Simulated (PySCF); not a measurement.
NMR shielding calculation, with input and output: C$_{3}$H$_{5}$NSSi

System: C$_{3}$H$_{5}$NSSi.
Method: GIAO B97-D/pcSseg-2 NMR shielding, non-relativistic, gas phase (PySCF 2.14.0).

The geometry comes from this level: PBE0-D3(BJ)/def2-SVP. Figures and captions count atoms from 1; the log counts them from 0 in places.

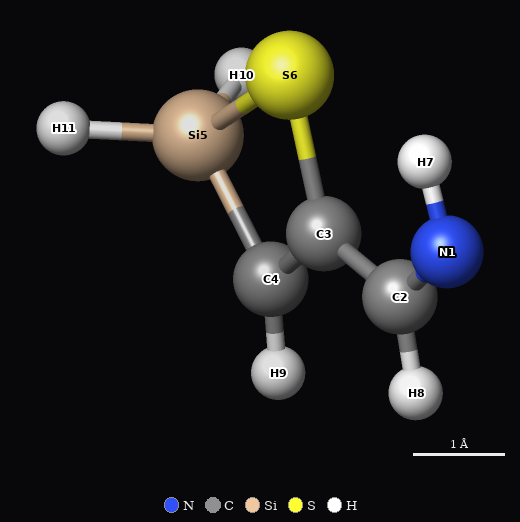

**Figure 1.** The structure as given in the input (ball-and-stick view, seen at a tilt; atoms are numbered from 1 in the order of the input).

### Summary

| quantity | value |
| --- | --- |
| outcome | converged |
| total energy | −859.702883 hartree |
| HOMO | −5.82 eV |
| LUMO | −2.86 eV |
| dipole moment | 3.16 D |
| isotropic shielding, N | −85.3 ppm |
| isotropic shielding, C | 6.1 to 56.2 ppm |
| isotropic shielding, Si | 374.2 ppm |
| isotropic shielding, S | 553.6 ppm |
| isotropic shielding, H | 21.1 to 26.0 ppm |
| hardware | 1 CPU thread, shared host |
| wall time | 61 s |
| peak memory | 0.96 GiB |

### The input
```
{"job": {"kind": "nmr", "xc": "B97-D", "basis": "pcSseg-2", "pop": false}, "charge": 0, "multiplicity": 1}
N     -2.423878     0.583655     1.359043
C     -1.676918    -0.276714     0.802867
C     -0.316088    -0.060550     0.290190
C      0.500691    -0.951628    -0.322494
Si     1.888149     0.247510    -0.576747
S      0.460836     1.562207     0.433304
H     -1.938059     1.490000     1.412271
H     -2.054975    -1.305101     0.672073
H      0.249112    -1.994616    -0.523510
H      3.148812     0.027562     0.185663
H      2.197499     0.661895    -1.973899
```

The first line tells a small driver script what to run in PySCF; the rest is the geometry in Å.

Command:
```bash
OMP_NUM_THREADS=1 python <driver script> task.json out
```

### Output
```
coarse grid: 10672 points
cycle   1  E = -859.6256367965  dE =  6.424e-01  |g| = 5.235e-01  |ddm| = 2.641e+00
cycle   2  E = -859.4606145619  dE =  1.650e-01  |g| = 9.604e-01  |ddm| = 1.973e+00
cycle   3  E = -859.6795099750  dE = -2.189e-01  |g| = 2.528e-01  |ddm| = 1.501e+00
cycle   4  E = -859.6933939973  dE = -1.388e-02  |g| = 8.494e-02  |ddm| = 2.223e-01
cycle   5  E = -859.6946312684  dE = -1.237e-03  |g| = 5.259e-02  |ddm| = 1.437e-01
cycle   6  E = -859.6954156621  dE = -7.844e-04  |g| = 1.500e-02  |ddm| = 6.247e-02
cycle   7  E = -859.6954784400  dE = -6.278e-05  |g| = 5.754e-03  |ddm| = 2.975e-02
cycle   8  E = -859.6954862477  dE = -7.808e-06  |g| = 1.369e-03  |ddm| = 6.759e-03
final grid: 95152 points
cycle   9  E = -859.7028522337  dE = -1.089e-04  |g| = 1.332e-02  |ddm| = 9.006e-02
cycle  10  E = -859.7027565504  dE =  9.568e-05  |g| = 2.143e-02  |ddm| = 3.561e-02
cycle  11  E = -859.7028734425  dE = -1.169e-04  |g| = 5.496e-03  |ddm| = 3.118e-02
cycle  12  E = -859.7028791891  dE = -5.747e-06  |g| = 3.550e-03  |ddm| = 8.381e-03
cycle  13  E = -859.7028825161  dE = -3.327e-06  |g| = 4.483e-04  |ddm| = 3.246e-03
cycle  14  E = -859.7028825658  dE = -4.972e-08  |g| = 9.985e-05  |ddm| = 7.251e-04
cycle  15  E = -859.7028825678  dE = -1.990e-09  |g| = 5.055e-05  |ddm| = 1.523e-04
cycle  16  E = -859.7028825684  dE = -5.696e-10  |g| = 2.547e-05  |ddm| = 5.882e-05
```

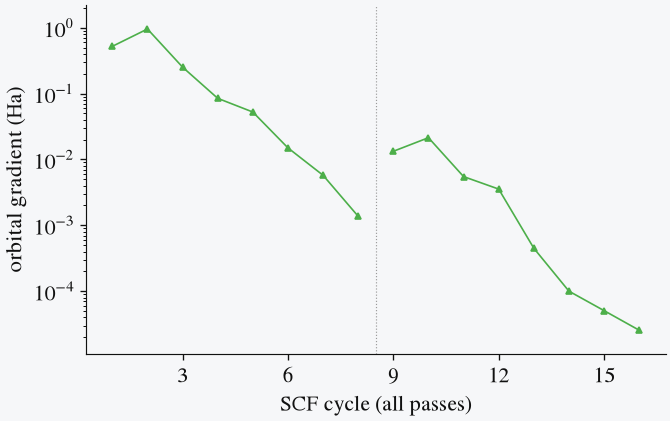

**Figure 2.** Convergence of the self-consistent field: orbital gradient against the SCF cycle. The dotted line marks the change from a coarse to the final integration grid. The first 8 cycles use a coarse grid, the final grid takes over at cycle 9, and the field converges after 16 cycles in all.

```
converged SCF energy = -859.7028825684

GIAO shielding tensors (ppm)
atom      isotropic    diamagn.    paramagn.     s11        s22        s33       span
  0 N      -85.293     316.538    -401.830   -383.772   -110.611    238.504    622.276
  1 C       11.858     248.100    -236.241    -91.258     26.422    100.411    191.670
  2 C        6.058     256.628    -250.569    -83.697     20.176     81.696    165.393
  3 C       56.228     257.006    -200.777    -24.131     45.583    147.233    171.364
  4 Si     374.184     878.974    -504.790    333.884    383.251    405.418     71.534
  5 S      553.640    1060.206    -506.565    287.072    599.934    773.916    486.844
  6 H       21.105      33.890     -12.785     11.092     23.287     28.936     17.844
  7 H       23.281      29.151      -5.870     21.178     22.318     26.348      5.171
  8 H       25.397      32.944      -7.547     23.912     24.897     27.383      3.471
  9 H       25.992      28.688      -2.696     23.152     24.382     30.444      7.292
 10 H       25.991      28.954      -2.963     23.145     24.406     30.422      7.277
```

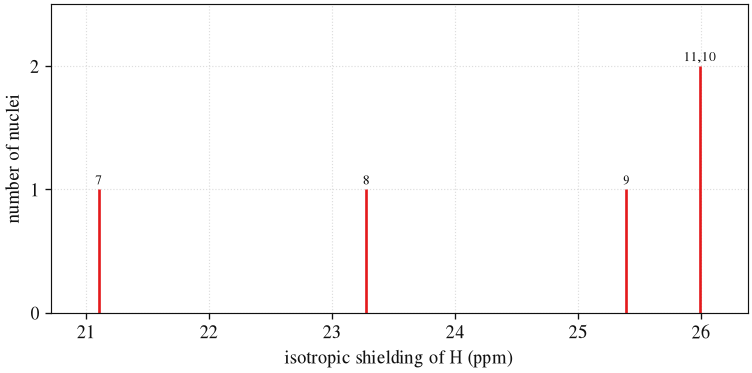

**Figure 3.** Isotropic shieldings of the hydrogen nuclei in this fixed geometry, labelled by atom number; shielding grows to the right, so chemical shift grows to the left. The least shielded is H7 (21.1 ppm), the most shielded H10 (26.0 ppm).
